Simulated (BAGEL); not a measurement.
**ROHF/def2-SVPD (density fitting with qzvpp-jkfit) run of C2H6B (SMILES [BH]CC)**

What is the vertical doublet–quartet gap of C2H6B at ROHF/def2-SVPD (density fitting with qzvpp-jkfit)? 

The results are computed with BAGEL 1.2.2.

## (1) Starting point

The species is C2H6B (9 atoms), meant as a doublet with charge 0. As SMILES, `[BH]CC`. The coordinates come from a PBE0-D4/def2-TZVP relaxation. This is one conformer, not always the lowest.

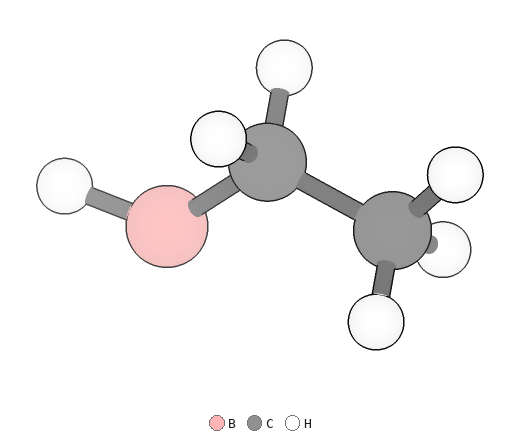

The structure, seen from a chosen angle (boron pink, carbon grey, hydrogen white).

## (2) A single-point energy at ROHF/def2-SVPD (density fitting with qzvpp-jkfit)

input.json

```json
{ "bagel" : [

{
  "title" : "molecule",
  "basis" : "def2-svpd.json",
  "df_basis" : "qzvpp-jkfit",
  "angstrom" : true,
  "geometry" : [
    { "atom" : "B", "xyz" : [      -1.415300,       0.517300,      -0.623600 ] },
    { "atom" : "C", "xyz" : [       0.077500,       0.346900,      -0.300600 ] },
    { "atom" : "C", "xyz" : [       0.504700,      -0.731500,       0.688600 ] },
    { "atom" : "H", "xyz" : [      -1.915600,       1.307200,      -1.370300 ] },
    { "atom" : "H", "xyz" : [       0.580700,       0.211000,      -1.273200 ] },
    { "atom" : "H", "xyz" : [       0.428600,       1.341200,       0.024500 ] },
    { "atom" : "H", "xyz" : [       1.588300,      -0.746200,       0.828800 ] },
    { "atom" : "H", "xyz" : [       0.197300,      -1.721000,       0.344100 ] },
    { "atom" : "H", "xyz" : [       0.042200,      -0.571000,       1.664600 ] }
  ]
},

{ "title" : "rohf", "nopen" : 1 },

{ "title" : "print", "file" : "orbitals.molden", "orbitals" : true }

]}
```

The basis set def2-SVPD is read from a file made from the Basis Set Exchange's data (not shown).

The run is started by

```sh
$ BAGEL_NUM_THREADS=1 BAGEL input.json > input.out
```

Log:

```text
* using 1 threads per process

  ===============================================================
  ===============================================================

  *** Geometry ***

  { "atom" : "B", "xyz" : [     -2.674529,      0.977555,     -1.178433 ] },
  { "atom" : "C", "xyz" : [      0.146454,      0.655546,     -0.568052 ] },
  { "atom" : "C", "xyz" : [      0.953745,     -1.382335,      1.301265 ] },
  { "atom" : "H", "xyz" : [     -3.619959,      2.470250,     -2.589492 ] },
  { "atom" : "H", "xyz" : [      1.097364,      0.398732,     -2.405999 ] },
  { "atom" : "H", "xyz" : [      0.809937,      2.534501,      0.046298 ] },
  { "atom" : "H", "xyz" : [      3.001452,     -1.410114,      1.566205 ] },
  { "atom" : "H", "xyz" : [      0.372843,     -3.252219,      0.650255 ] },
  { "atom" : "H", "xyz" : [      0.079746,     -1.079034,      3.145638 ] },

  Number of auxiliary basis functions:      333

  Since a DF basis is specified, we compute 2- and 3-index integrals:
    o Being stored without compression. Storage requirement is 0.031 GB

  Number of basis functions:      108
  Number of electrons      :       23

    * METHOD: MOLECULE                             0.09

  *** Open-shell HF ***

  === Nuclear Repulsion ===
    63.1540652359

      * DIIS with orbital gradients will be used.

  === ROHF iteration (def2-svpd.json) ===
      0       -103.60950920          0.03026755           0.04
      1       -103.73443734          0.01591388           0.05
      2       -103.75695242          0.00685015           0.04
      3       -103.76257153          0.00160895           0.05
      4       -103.76329757          0.00031624           0.05
      5       -103.76343671          0.00010466           0.04
      6       -103.76346202          0.00002974           0.04
      7       -103.76347018          0.00001126           0.05
      8       -103.76347188          0.00000350           0.05
      9       -103.76347258          0.00000094           0.05
     10       -103.76347278          0.00000037           0.05
     11       -103.76347280          0.00000013           0.05
     12       -103.76347281          0.00000006           0.05
     13       -103.76347282          0.00000003           0.04
     14       -103.76347282          0.00000001           0.05
     15       -103.76347282          0.00000001           0.05
    * SCF iteration converged.

    * S^2 (ROHF) is 0.7500

    * Permanent dipole moment:
           (   -0.381357,    -0.108604,     0.050021) a.u.

    * METHOD: ROHF                                 0.80

    * METHOD: PRINT                                0.02

  ===============================================================
```

It took 1.1 s on 1 thread of AMD EPYC 9R45 (Zen 5), shared host; peak memory 0.098 GiB.

## (3) The quartet, same level

hf.json

```json
{ "bagel" : [

{
  "title" : "molecule",
  "basis" : "def2-svpd.json",
  "df_basis" : "qzvpp-jkfit",
  "angstrom" : true,
  "geometry" : [
    { "atom" : "B", "xyz" : [   -1.415300,    0.517300,   -0.623600 ] },
    { "atom" : "C", "xyz" : [    0.077500,    0.346900,   -0.300600 ] },
    { "atom" : "C", "xyz" : [    0.504700,   -0.731500,    0.688600 ] },
    { "atom" : "H", "xyz" : [   -1.915600,    1.307200,   -1.370300 ] },
    { "atom" : "H", "xyz" : [    0.580700,    0.211000,   -1.273200 ] },
    { "atom" : "H", "xyz" : [    0.428600,    1.341200,    0.024500 ] },
    { "atom" : "H", "xyz" : [    1.588300,   -0.746200,    0.828800 ] },
    { "atom" : "H", "xyz" : [    0.197300,   -1.721000,    0.344100 ] },
    { "atom" : "H", "xyz" : [    0.042200,   -0.571000,    1.664600 ] }
  ]
},
{ "title" : "rohf", "nopen" : 3 },
{ "title" : "print", "file" : "orbitals.molden", "orbitals" : true }

]}
```

The basis set def2-SVPD is read from a file made from the Basis Set Exchange's data (not shown).

The run is started by

```sh
$ BAGEL_NUM_THREADS=1 BAGEL hf.json > hf.out
```

Log:

```text
* using 1 threads per process

  ===============================================================
  ===============================================================

  *** Geometry ***

  { "atom" : "B", "xyz" : [     -2.674529,      0.977555,     -1.178433 ] },
  { "atom" : "C", "xyz" : [      0.146454,      0.655546,     -0.568052 ] },
  { "atom" : "C", "xyz" : [      0.953745,     -1.382335,      1.301265 ] },
  { "atom" : "H", "xyz" : [     -3.619959,      2.470250,     -2.589492 ] },
  { "atom" : "H", "xyz" : [      1.097364,      0.398732,     -2.405999 ] },
  { "atom" : "H", "xyz" : [      0.809937,      2.534501,      0.046298 ] },
  { "atom" : "H", "xyz" : [      3.001452,     -1.410114,      1.566205 ] },
  { "atom" : "H", "xyz" : [      0.372843,     -3.252219,      0.650255 ] },
  { "atom" : "H", "xyz" : [      0.079746,     -1.079034,      3.145638 ] },

  Number of auxiliary basis functions:      333

  Since a DF basis is specified, we compute 2- and 3-index integrals:
    o Being stored without compression. Storage requirement is 0.031 GB

  Number of basis functions:      108
  Number of electrons      :       23

    * METHOD: MOLECULE                             0.09

  *** Open-shell HF ***

  === Nuclear Repulsion ===
    63.1540652359

      * DIIS with orbital gradients will be used.

  === ROHF iteration (def2-svpd.json) ===
      0       -103.41180463          0.02544865           0.04
      1       -103.52725187          0.01269375           0.05
      2       -103.55086573          0.00619795           0.05
      3       -103.55757594          0.00253563           0.05
      4       -103.56054415          0.00092076           0.05
      5       -103.56124277          0.00058371           0.05
      6       -103.56154883          0.00043259           0.05
      7       -103.56179185          0.00031090           0.05
      8       -103.56198312          0.00012649           0.05
      9       -103.56205676          0.00005958           0.05
     10       -103.56207460          0.00003898           0.05
     11       -103.56207258          0.00002060           0.05
     12       -103.56207749          0.00000945           0.05
     13       -103.56207816          0.00000289           0.05
     14       -103.56207897          0.00000126           0.05
     15       -103.56207903          0.00000053           0.05
     16       -103.56207901          0.00000025           0.05
     17       -103.56207899          0.00000014           0.05
     18       -103.56207899          0.00000008           0.05
     19       -103.56207898          0.00000005           0.05
     20       -103.56207898          0.00000003           0.05
     21       -103.56207898          0.00000002           0.05
     22       -103.56207898          0.00000001           0.05
    * SCF iteration converged.

    * S^2 (ROHF) is 3.7500

    * Permanent dipole moment:
           (   -1.506387,     0.106346,    -0.268939) a.u.

    * METHOD: ROHF                                 1.14

    * METHOD: PRINT                                0.02

  ===============================================================
```

It took 1.4 s on 1 thread of AMD EPYC 9R45 (Zen 5), shared host; peak memory 0.099 GiB.

## (4) Outcome

At ROHF/def2-SVPD (density fitting with qzvpp-jkfit):

| quantity | value |
| --- | --- |
| doublet: total energy | -103.76347 Eh |
| doublet: dipole moment | 1.02 D |
| doublet: ⟨S²⟩ | 0.750 |
| quartet: total energy | -103.56208 Eh |
| quartet: dipole moment | 3.90 D |
| quartet: ⟨S²⟩ | 3.750 |
| vertical energy of the quartet above the doublet | 5.480 eV |

At this shape the quartet lies 5.48 eV (126 kcal/mol) above the doublet.
